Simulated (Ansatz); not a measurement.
# AlCl2H: molecular dynamics

Purpose: to follow the molecule's vibrations and see whether its bonds hold. The start is relaxed first. Runs: 300 steps of 0.5 fs at constant energy, with velocities drawn for 400 K.

All numbers below are computed with Ansatz 0.2.0 (RKS PBE0-D4/def2-mTZVP).

## Step 1: The starting structure

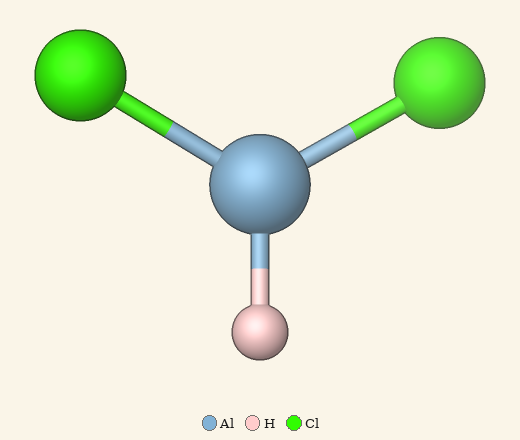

Start, viewed from a chosen angle; aluminium light blue, hydrogen pink, chlorine green.

As a file:

```xyz
4

Al    0.0000    0.0000    0.0000
H     0.0000    0.0000    1.5600
Cl    1.9312    0.0000   -1.1150
Cl   -1.9312    0.0000   -1.1150
```

## Step 2: Preparing the start

Input file input.yaml:

```yaml
crystal:
  periodic: [false, false, false]
  atoms:
    - { symbol: Al, position_ang: [0.0, 0.0, 0.0] }
    - { symbol: H, position_ang: [0.0, 0.0, 1.56] }
    - { symbol: Cl, position_ang: [1.9312, 0.0, -1.115] }
    - { symbol: Cl, position_ang: [-1.9312, 0.0, -1.115] }
basis:
  gaussian: { orbitals: def2-mTZVP }
hamiltonian:
  xc: pbe0
  dispersion: d4
relax:
  f_tol: 0.02
  max_steps: 40
output:
  orbitals: {}
```

Run with:

```bash
> ansatz run input.yaml --threads 1 --pin off --max-ram 2048MiB --backend cpu --events-out ev --progress --plain --runs-dir out
```

The log of the run (excerpt; [...] marks lines left out):

```text
Warning: RAYON_NUM_THREADS=1 ignored (pool sized by the plan → 1); use --threads N
[...]
Functional definition: PBE0
[...]
654 factors; integrals over basis functions are off by at most 6.7e-4 eV
[...]
mean field -31650.99142964 eV, -1163.1524812268 hartree, gradient 1.9e-5 eV, S^2 0.000000; 0 other end points of the search recorded, 0 dependent functions left out
[...]
reference -31650.99145769 eV, -1163.1524822576 hartree; 24, 24 occupied and 45, 45 virtual orbitals, 654 factors
relax step   1: F+E_penalty+E_count = -31651.06436263 eV  Δ(F+E_penalty+E_count) = +0.000e0 eV  max|allowed force component| = 1.759e0 eV/Å  Δτ_max = 0.0000 Å  (25 SCF iters, accepted)
[...]
relax step   3: F+E_penalty+E_count = -31651.35894593 eV  Δ(F+E_penalty+E_count) = -1.381e-2 eV  max|allowed force component| = 1.141e-1 eV/Å  Δτ_max = 0.0289 Å  (27 SCF iters, accepted)
[...]
relax step   4: F+E_penalty+E_count = -31651.35988284 eV  Δ(F+E_penalty+E_count) = -9.369e-4 eV  max|allowed force component| = 1.162e-2 eV/Å  Δτ_max = 0.0077 Å  (23 SCF iters, accepted)
654 factors; integrals over basis functions are off by at most 6.6e-4 eV
mean field -31651.28311000 eV, -1163.1632002824 hartree, gradient 1.1e-5 eV, S^2 0.000000; 1 other end points of the search recorded, 0 dependent functions left out
[...]
reference -31651.28313776 eV, -1163.1632013026 hartree; 24, 24 occupied and 45, 45 virtual orbitals, 654 factors
Total energy: -31651.35991060 eV, -1163.1660226524 hartree
Atom 0 at    -0.000000    -0.000000    -0.021588 Å, force     0.000000    -0.000000    -0.011619 eV/Å
Atom 1 at     0.000000     0.000000     1.543537 Å, force     0.000000     0.000000     0.002304 eV/Å
Atom 2 at     1.790829     0.000000    -1.095975 Å, force    -0.007430     0.000000     0.004658 eV/Å
Atom 3 at    -1.790829     0.000000    -1.095975 Å, force     0.007430    -0.000000     0.004658 eV/Å
Dipole moment:    -0.000000     0.000000     0.281476 e Å
```

Run time: 8.5 s. Hardware: 1 thread of AMD EPYC 7R43 (Zen 3), shared host; peak memory 0.14 GiB.

Relaxation path:

```
step  energy from step 1 (eV)  largest force component (eV/Å)
   1                   0.0000                          1.7588
   2                  -0.2808                          0.5574
   3                  -0.2946                          0.1141
   4                  -0.2955                          0.0116
```

Step 1 is the start.

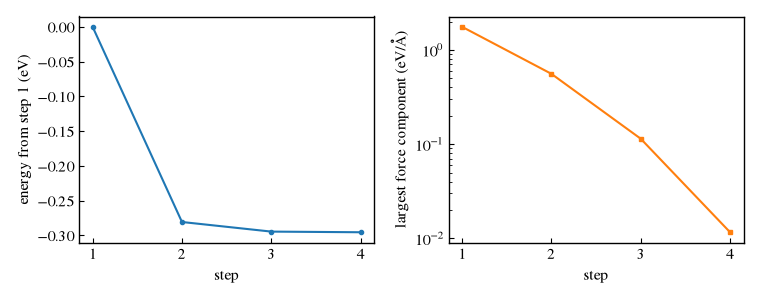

How energy and force went from step to step.

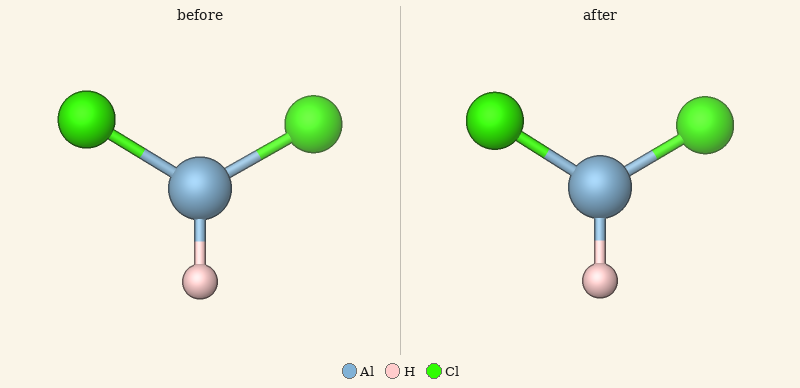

Before and after, at one scale.

After: Bond lengths: Al1–H2 1.565 Å, Al1–Cl3 2.088 Å, Al1–Cl4 2.088 Å. Angles: H2–Al1–Cl3 121.0°, H2–Al1–Cl4 121.0°, Cl3–Al1–Cl4 118.1°.

## Step 3: Dynamics

300 steps of 0.5 fs at constant energy, with velocities drawn for 400 K, from the relaxed start.

Input file input.yaml:

```yaml
crystal:
  periodic: [false, false, false]
  atoms:
    - { symbol: Al, position_ang: [0.0, 0.0, -0.021588] }
    - { symbol: H, position_ang: [0.0, 0.0, 1.543537] }
    - { symbol: Cl, position_ang: [1.790829, 0.0, -1.095975] }
    - { symbol: Cl, position_ang: [-1.790829, 0.0, -1.095975] }
basis:
  gaussian: { orbitals: def2-mTZVP }
hamiltonian:
  xc: pbe0
  dispersion: d4
md:
  timestep: 0.5
  n_steps: 300
  ensemble: nve
  temperature: 400.0
  initial_velocities: maxwell_boltzmann
  seed: 149596
```

Run with:

```bash
> ansatz run input.yaml --threads 1 --pin off --max-ram 2048MiB --backend cpu --events-out ev --progress --plain --runs-dir out
```

The log of the run (excerpt; [...] marks lines left out):

```text
Warning: RAYON_NUM_THREADS=1 ignored (pool sized by the plan → 1); use --threads N
[...]
[... 1 set-up line as earlier in the session ...]
[...]
654 factors; integrals over basis functions are off by at most 6.6e-4 eV
[...]
mean field -31651.28310997 eV, -1163.1632002813 hartree, gradient 1.5e-5 eV, S^2 0.000000; 0 other end points of the search recorded, 0 dependent functions left out
[...]
reference -31651.28313774 eV, -1163.1632013015 hartree; 24, 24 occupied and 45, 45 virtual orbitals, 654 factors
md step     0: t =     0.00 fs  T =   400.0 K  F+E_penalty+E_count = -31651.35988282 eV  E_kin = 0.103408 eV  conserved = -31651.25647482 eV  (24 SCF iters)
[...]
md step    20: t =    10.00 fs  T =   259.9 K  F+E_penalty+E_count = -31651.32354182 eV  E_kin = 0.067181 eV  conserved = -31651.25636053 eV  (22 SCF iters)
[...]
md step    40: t =    20.00 fs  T =   141.8 K  F+E_penalty+E_count = -31651.29294065 eV  E_kin = 0.036663 eV  conserved = -31651.25627766 eV  (18 SCF iters)
[...]
md step    60: t =    30.00 fs  T =   178.1 K  F+E_penalty+E_count = -31651.30238953 eV  E_kin = 0.046051 eV  conserved = -31651.25633890 eV  (22 SCF iters)
[...]
md step    80: t =    40.00 fs  T =   199.1 K  F+E_penalty+E_count = -31651.30793600 eV  E_kin = 0.051473 eV  conserved = -31651.25646288 eV  (21 SCF iters)
md step    81: t =    40.50 fs  T =   197.2 K  F+E_penalty+E_count = -31651.30744009 eV  E_kin = 0.050973 eV  conserved = -31651.25646722 eV  (21 SCF iters)
```

## Step 4: The log goes on: dynamics from the start

Output, continued (excerpt; [...] marks lines left out):

```text
md step    82: t =    41.00 fs  T =   189.8 K  F+E_penalty+E_count = -31651.30552153 eV  E_kin = 0.049063 eV  conserved = -31651.25645858 eV  (21 SCF iters)
[...]
md step   107: t =    53.50 fs  T =    18.9 K  F+E_penalty+E_count = -31651.26115957 eV  E_kin = 0.004880 eV  conserved = -31651.25627913 eV  (17 SCF iters)
[...]
md step   132: t =    66.00 fs  T =   195.9 K  F+E_penalty+E_count = -31651.30710051 eV  E_kin = 0.050639 eV  conserved = -31651.25646126 eV  (21 SCF iters)
[...]
md step   157: t =    78.50 fs  T =   219.7 K  F+E_penalty+E_count = -31651.31311870 eV  E_kin = 0.056806 eV  conserved = -31651.25631262 eV  (21 SCF iters)
[...]
md step   182: t =    91.00 fs  T =   250.4 K  F+E_penalty+E_count = -31651.32116111 eV  E_kin = 0.064739 eV  conserved = -31651.25642245 eV  (21 SCF iters)
md step   183: t =    91.50 fs  T =   240.8 K  F+E_penalty+E_count = -31651.31864865 eV  E_kin = 0.062253 eV  conserved = -31651.25639539 eV  (21 SCF iters)
md step   184: t =    92.00 fs  T =   229.9 K  F+E_penalty+E_count = -31651.31580207 eV  E_kin = 0.059435 eV  conserved = -31651.25636664 eV  (23 SCF iters)
```

## Step 5: The output, continued: dynamics from the start

The log, continued (excerpt; [...] marks lines left out):

```text
md step   185: t =    92.50 fs  T =   219.4 K  F+E_penalty+E_count = -31651.31307069 eV  E_kin = 0.056731 eV  conserved = -31651.25633969 eV  (21 SCF iters)
[...]
md step   206: t =   103.00 fs  T =   293.2 K  F+E_penalty+E_count = -31651.33210409 eV  E_kin = 0.075803 eV  conserved = -31651.25630145 eV  (24 SCF iters)
[...]
md step   227: t =   113.50 fs  T =   322.7 K  F+E_penalty+E_count = -31651.33984381 eV  E_kin = 0.083429 eV  conserved = -31651.25641502 eV  (21 SCF iters)
[...]
md step   248: t =   124.00 fs  T =   211.7 K  F+E_penalty+E_count = -31651.31114306 eV  E_kin = 0.054723 eV  conserved = -31651.25642011 eV  (21 SCF iters)
[...]
md step   299: t =   149.50 fs  T =   165.0 K  F+E_penalty+E_count = -31651.29907233 eV  E_kin = 0.042653 eV  conserved = -31651.25641925 eV  (26 SCF iters)
[...]
md step   300: t =   150.00 fs  T =   150.7 K  F+E_penalty+E_count = -31651.29533177 eV  E_kin = 0.038948 eV  conserved = -31651.25638364 eV  (26 SCF iters)
Total energy: -31651.29535901 eV, -1163.1636504251 hartree
Atom 0 at     0.000986    -0.001424    -0.118481 Å, force    -0.035896     0.017894    -0.458859 eV/Å
Atom 1 at    -0.001800     0.009972     1.413770 Å, force     0.003001    -0.004393     0.533140 eV/Å
Atom 2 at     1.892484     0.000213    -1.056963 Å, force    -0.484769    -0.006684    -0.043794 eV/Å
Atom 3 at    -1.893183     0.000587    -1.057551 Å, force     0.517663    -0.006817    -0.030486 eV/Å
Dipole moment:     0.003742    -0.004704     0.196791 e Å
```

It took 7.8 min on 1 thread of AMD EPYC 7R43 (Zen 3), shared host; peak memory 0.14 GiB.

## Step 6: The trajectory

One step in 16; energies are changes from step 0:

```
time (fs)  T (K)  potential energy change (meV/atom)  total energy change (meV/atom)
      0.0    400                                 0.0                            0.00
      8.0    329                                 4.6                            0.00
     16.0    232                                10.9                            0.00
     24.0    218                                11.7                            0.00
     32.0    230                                11.0                            0.01
     40.0    199                                13.0                            0.00
     48.0    107                                18.9                            0.01
     56.0     81                                20.6                            0.01
     64.0    144                                16.6                            0.02
     72.0    256                                 9.3                            0.01
     80.0    252                                 9.6                            0.02
     88.0    226                                11.3                            0.02
     96.0    248                                 9.9                            0.03
    104.0    322                                 5.1                            0.03
    112.0    294                                 6.9                            0.04
    120.0    219                                11.8                            0.04
    128.0    120                                18.1                            0.04
    136.0     88                                20.2                            0.05
    144.0    103                                19.2                            0.04
    150.0    151                                16.1                            0.02
```

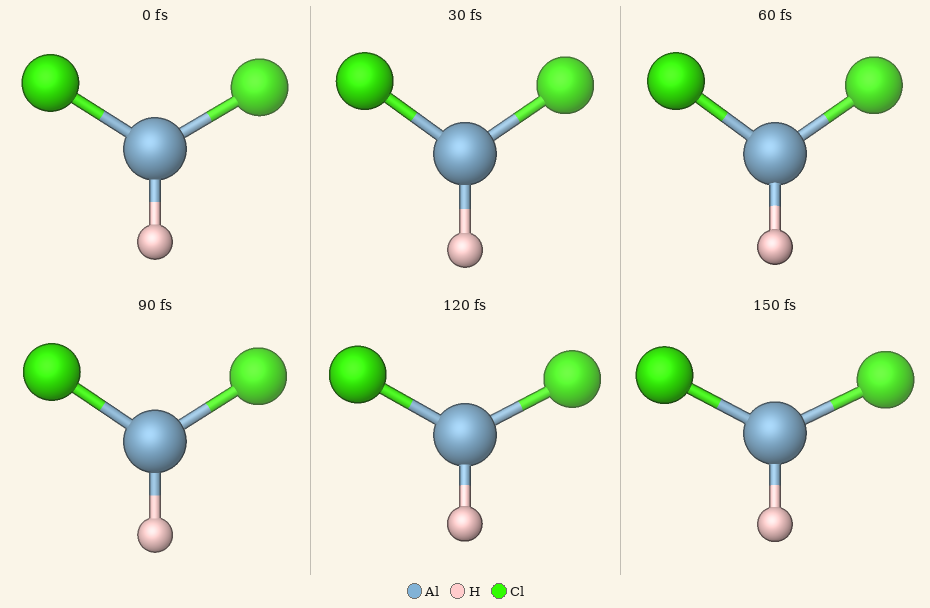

Six frames of the run, seen from a chosen angle. Sticks join atoms within a bonding distance in each frame.

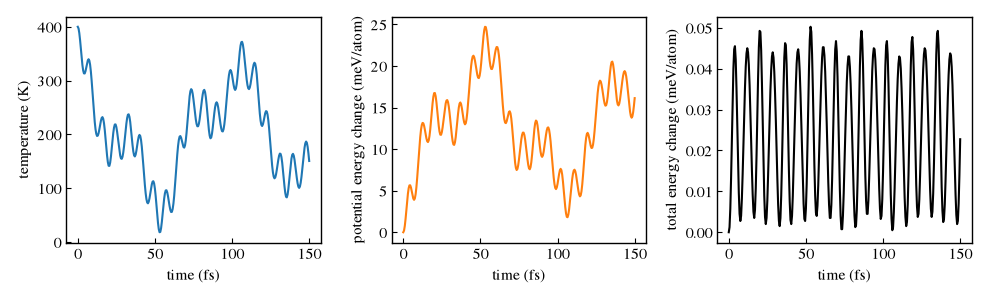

Traces against time; each panel has its own scale.

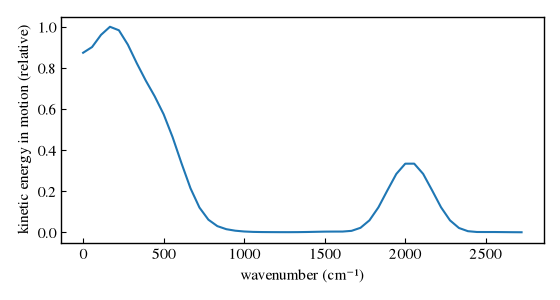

Power spectrum of the mass-weighted velocities; a run of 150 fs resolves no finer than about 440 cm⁻¹.

## Step 7: Snapshots as a file

Extended XYZ, with forces in eV/Å:

```xyz
4
time_fs=19.0 T=160 dE=0.0621
Al   -0.004   -0.021    0.049    0.145    0.307   -1.210
H     0.034    0.223    1.552   -0.040   -0.066    0.701
Cl    1.747    0.005   -1.123   -0.113   -0.123    0.264
Cl   -1.745    0.005   -1.123    0.008   -0.118    0.245
4
time_fs=37.5 T=162 dE=0.0616
Al    0.005    0.000    0.065   -0.204   -0.012   -0.875
H    -0.049   -0.014    1.585    0.056    0.002    0.717
Cl    1.699    0.000   -1.129    0.456    0.005    0.063
Cl   -1.702    0.001   -1.130   -0.308    0.005    0.094
4
time_fs=56.0 T=81 dE=0.0826
Al   -0.003    0.019    0.062    0.144   -0.357   -0.267
H     0.031   -0.233    1.587   -0.043    0.127    0.329
Cl    1.691   -0.004   -1.129    0.520    0.117   -0.018
Cl   -1.689   -0.003   -1.128   -0.621    0.113   -0.044
4
time_fs=75.0 T=265 dE=0.0350
Al   -0.001   -0.003    0.056    0.023    0.038    0.026
H     0.009    0.016    1.652   -0.015   -0.019   -0.449
Cl    1.728    0.000   -1.127    0.083   -0.010    0.208
Cl   -1.728    0.002   -1.127   -0.091   -0.010    0.214
4
time_fs=94.0 T=205 dE=0.0505
Al    0.004   -0.021    0.007   -0.212    0.520    0.381
H    -0.044    0.239    1.603    0.087   -0.275   -0.667
Cl    1.776    0.004   -1.107   -0.035   -0.119    0.134
Cl   -1.778    0.005   -1.108    0.160   -0.126    0.152
4
time_fs=112.5 T=303 dE=0.0252
Al   -0.006    0.003   -0.071    0.269   -0.038    0.899
H     0.049   -0.015    1.537   -0.100    0.019   -0.569
Cl    1.820   -0.001   -1.077   -0.018    0.010   -0.153
Cl   -1.817    0.000   -1.077   -0.151    0.009   -0.177
4
time_fs=131.0 T=164 dE=0.0609
Al    0.003    0.023   -0.114   -0.145   -0.450    0.440
H    -0.028   -0.230    1.440    0.051    0.182   -0.073
Cl    1.862   -0.006   -1.059   -0.092    0.132   -0.187
Cl   -1.864   -0.005   -1.059    0.187    0.137   -0.180
4
time_fs=150.0 T=151 dE=0.0646
Al    0.001   -0.001   -0.118   -0.036    0.018   -0.459
H    -0.002    0.010    1.414    0.003   -0.004    0.533
Cl    1.893    0.000   -1.057   -0.485   -0.007   -0.044
Cl   -1.893    0.001   -1.058    0.518   -0.007   -0.030
```

## Step 8: Outcome

| quantity | value |
| --- | --- |
| relaxation of the start | 3 moves, 0.296 eV lower |
| length | 300 steps of 0.5 fs |
| temperature, first and last step | 400 and 151 K |
| temperature, second half | mean 223 K, from 83 to 372 K |
| potential energy, second half | +11 meV/atom from the start |
| largest change of the total energy | 0.05 meV/atom |
| bonds formed or broken | 0 |

The temperature starts at 400 K and averages 223 K in the second half, where it ranges from 83 to 372 K. About half is expected from a start at a minimum: kinetic energy passes into potential energy until both shares match. The total energy strays from its start by at most 0.05 meV/atom, 0.4 % of the mean kinetic energy, which is good for a step of 0.5 fs. No bond forms or breaks. Averages from a run of 150 fs with 4 atoms are rough. The nuclei move classically, without zero-point motion, which matters most for hydrogen.
